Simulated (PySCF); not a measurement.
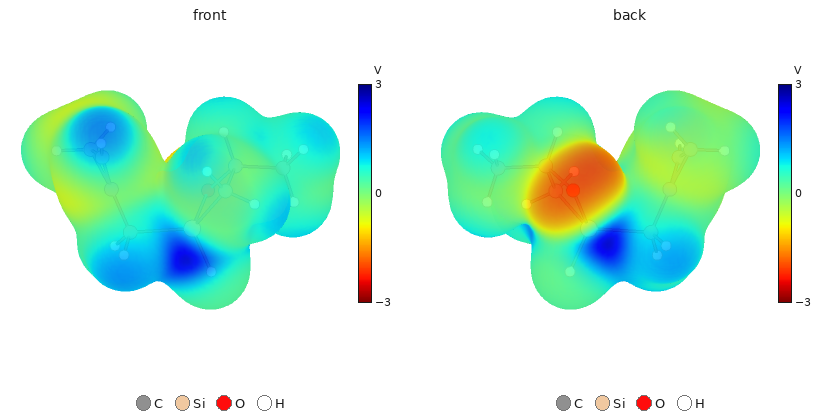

*C7H12OSi. The electrostatic potential painted on the density surface at 0.004 e/bohr³, seen from the front and from behind; red is negative and blue positive.*

Geometry: GFN2-xTB.

Level of theory: PySCF 2.14.0, PBE0/pcSseg-1, SCF density, gas phase, non-relativistic.

```
atom    x (Å)    y (Å)    z (Å)
   C  -3.0868  -0.3196   0.4248
   C  -1.5984  -0.0455   0.4495
   C  -1.1347   1.0030  -0.5696
  Si  -0.2471  -0.4745  -1.3790
   C   1.6595  -0.4453  -1.4743
   C   2.2390   0.0867  -0.2436
   C   2.5975   1.0698   0.5296
   C   2.7712  -0.3085   1.1028
   O  -0.8691  -1.1952  -0.0287
   H  -3.3212  -1.1804   1.0460
   H  -3.6290   0.5469   0.7953
   H  -3.3994  -0.5310  -0.5951
   H  -1.2633   0.1562   1.4705
   H  -0.5076   1.7734  -0.1331
   H  -1.9511   1.4715  -1.1081
   H  -0.8331  -0.9979  -2.6146
   H   2.0183  -1.4590  -1.6479
   H   1.9552   0.1672  -2.3259
   H   2.7362   2.1049   0.7201
   H   2.0902  -0.6643   1.8697
   H   3.7650  -0.7414   1.1795
```

Which sites attract a positive test charge, and which a negative one?

Answer. A positive charge is drawn to the negative regions and a negative charge to the positive ones. The most negative region (about −2.0 V) lies over O9, the most positive (about +2.3 V) over Si4. O9 is the likeliest acceptor of a hydrogen bond.

What dipole moment does the calculation give?

Answer. Its dipole moment is 1.92 D.
